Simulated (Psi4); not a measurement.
# BNH4 (SMILES BN): HF/def2-SVP (density fitting with def2-universal-jkfit, sweep point 3)

Aim: the vertical singlet–triplet gap of BNH4 at HF/def2-SVP (density fitting with def2-universal-jkfit, sweep point 3), from 2 runs. Input form: a Python script.

Program for the calculation: Psi4 1.11.

2 further runs of the same task are left out: 2 set aside as unsound or not needed.

### Step 1. Starting point

BNH4 has 6 atoms, charge 0, and is taken as a singlet. SMILES: `BN`. The shape is that of a PBE0-D4/def2-TZVP optimisation.

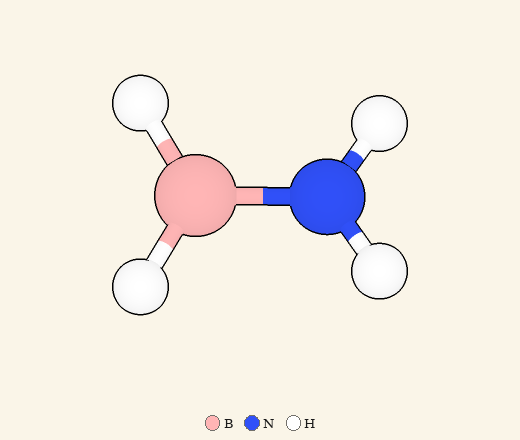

The structure, seen from a chosen angle (boron pink, nitrogen blue, hydrogen white).

### Step 2. A single-point energy at HF/def2-SVP (density fitting with def2-universal-jkfit, sweep point 3)

calc.py reads:

```python
import psi4

psi4.set_memory(1600000000)
psi4.set_num_threads(1)
psi4.set_output_file('psi4.out', False)

geom = psi4.geometry("""
B     -0.24226289    -1.28425787    -0.04837699
N      0.27608899     1.28010048     0.02040904
H      0.42670016    -2.58514534     1.67713194
H     -1.34548500    -2.13293388    -1.83152256
H     -0.22979070     2.48253321    -1.36211459
H      1.19430691     2.11913888     1.45754576
units bohr
symmetry c1
""")

psi4.set_options(dict(reference='rhf', puream=True, scf_type='df', df_basis_scf='def2-universal-jkfit'))

result, w = psi4.energy("scf/def2-SVP", return_wfn=True)
print(f'total energy {result:.8f} hartree = {result * 27.211386:.5f} eV')
```

Started as:

```bash
python calc.py
```

psi4.out, shortened:

```text
[...]
  Running in c1 symmetry.
[...]
  Nuclear repulsion =   32.316093054913715
[...]
  Multiplicity = 1
[...]
  Nalpha       = 8
  Nbeta        = 8
[...]
    Number of basis functions: 48
[...]
   @DF-RHF iter   1:   -81.36940658990297   -6.92808e-01   7.43375e-03 DIIS/ADIIS
[...]
   @DF-RHF iter   8:   -81.43458384874208   -5.12838e-09   2.33519e-07 DIIS
[...]
    Orbital Energies [Eh]
    ---------------------
    Doubly Occupied:
       1A    -15.557782     2A     -7.589253     3A     -1.145135
       4A     -0.712171     5A     -0.683600     6A     -0.550146
       7A     -0.459670     8A     -0.439205
[...]
  @DF-RHF Final Energy:   -81.43458384874208
   => Energetics <=
    Nuclear Repulsion Energy =             32.3160930549137149
    One-Electron Energy =                -173.2274300470807020
    Two-Electron Energy =                  59.4767531434248937
    Total Energy =                        -81.4345838487420792
[...]
 Multipole Moments:
 ------------------------------------------------------------------------------------
     Multipole            Electronic (a.u.)      Nuclear  (a.u.)        Total (a.u.)
 ------------------------------------------------------------------------------------
 L = 1.  Multiply by 2.5417464519 to convert [e a0] to [Debye]
 Dipole X            :          0.0682548            0.0811556            0.1494104
 Dipole Y            :          0.3381612            0.4016450            0.7398062
 Dipole Z            :          0.0090951            0.0107185            0.0198136
 Magnitude           :                                                    0.7550028
[...]
```

Standard output:

```text
total energy -81.43458385 hartree = -2215.94789 eV
```

It took 1.4 s on 1 thread of Intel Xeon 6975P-C (Granite Rapids), shared host; peak memory 0.18 GiB.

### Step 3. The triplet, same level

job.py reads:

```python
import psi4

psi4.set_memory('1600 MB')
psi4.set_num_threads(1)
psi4.core.set_output_file('bh4n.out', False)

geom = psi4.geometry("""
0 3
B     -0.24226289    -1.28425787    -0.04837699
N      0.27608899     1.28010048     0.02040904
H      0.42670016    -2.58514534     1.67713194
H     -1.34548500    -2.13293388    -1.83152256
H     -0.22979070     2.48253321    -1.36211459
H      1.19430691     2.11913888     1.45754576
units au
symmetry c1
""")

psi4.set_options(dict(basis='def2-SVP', reference='uhf', puream=True, scf_type='df', df_basis_scf='def2-universal-jkfit', maxiter=150))

e_tot = psi4.energy("scf")
print('E =', round(e_tot, 9))
```

Started as:

```bash
python job.py
```

bh4n.out:

```text
[...]
  Running in c1 symmetry.
[...]
  Nuclear repulsion =   32.316093054913715
[...]
  Multiplicity = 3
[...]
  Nalpha       = 9
  Nbeta        = 7
[...]
    Number of basis functions: 48
[...]
   @DF-UHF iter   1:   -81.07130079066124   -3.94702e-01   8.51606e-03 ADIIS/DIIS
[...]
   @DF-UHF iter  10:   -81.16745278657274   -7.26638e-09   3.17834e-07 DIIS
[...]
   @S^2 Observed:                2.020334969E+00
[...]
    Orbital Energies [Eh]
    ---------------------
    Alpha Occupied:
       1A    -15.518914     2A     -7.592103     3A     -1.133979
       4A     -0.775380     5A     -0.686477     6A     -0.597105
       7A     -0.574161     8A     -0.470759     9A     -0.180006
    Alpha Virtual:
      10A      0.183220    11A      0.235256    12A      0.244186
      13A      0.296562    14A      0.311085    15A      0.326553
      16A      0.409471    17A      0.461938    18A      0.739888
      19A      0.779771    20A      0.787859    21A      0.824431
      22A      0.995198    23A      1.048204    24A      1.054656
      25A      1.080685    26A      1.145777    27A      1.262188
[...]
  @DF-UHF Final Energy:   -81.16745278657274
   => Energetics <=
    Nuclear Repulsion Energy =             32.3160930549137149
    One-Electron Energy =                -173.0579033392580186
    Two-Electron Energy =                  59.5743574977715582
    Total Energy =                        -81.1674527865727384
  UHF NO Occupations:
  HONO-2 :    7  A 1.9919822
  HONO-1 :    8  A 1.0000000
[...]
 Multipole Moments:
 ------------------------------------------------------------------------------------
     Multipole            Electronic (a.u.)      Nuclear  (a.u.)        Total (a.u.)
 ------------------------------------------------------------------------------------
 L = 1.  Multiply by 2.5417464519 to convert [e a0] to [Debye]
 Dipole X            :         -0.0232056            0.0811556            0.0579500
 Dipole Y            :         -0.1159603            0.4016450            0.2856847
 Dipole Z            :         -0.0027958            0.0107185            0.0079227
 Magnitude           :                                                    0.2916105
[...]
```

On the terminal:

```text
E = -81.167452787
```

Run time: 1.4 s. Hardware: 1 thread of Intel Xeon 6975P-C (Granite Rapids), shared host; peak memory 0.18 GiB.

### Step 4. Summary of results

At HF/def2-SVP (density fitting with def2-universal-jkfit, sweep point 3):

| quantity | value |
| --- | --- |
| singlet: total energy | -81.43458 Eh |
| singlet: dipole moment | 1.92 D |
| singlet: HOMO energy | -11.95 eV |
| singlet: LUMO energy | 4.16 eV |
| singlet: HOMO–LUMO gap | 16.11 eV |
| triplet: total energy | -81.16745 Eh |
| triplet: dipole moment | 0.74 D |
| triplet: HOMO energy (highest over α and β) | -4.90 eV |
| triplet: LUMO energy (lowest over α and β) | -2.51 eV |
| triplet: ⟨S²⟩ | 2.020 |
| vertical energy of the triplet above the singlet | 7.269 eV |

What this shows: At this shape the triplet lies 7.27 eV (701 kJ/mol) above the singlet.
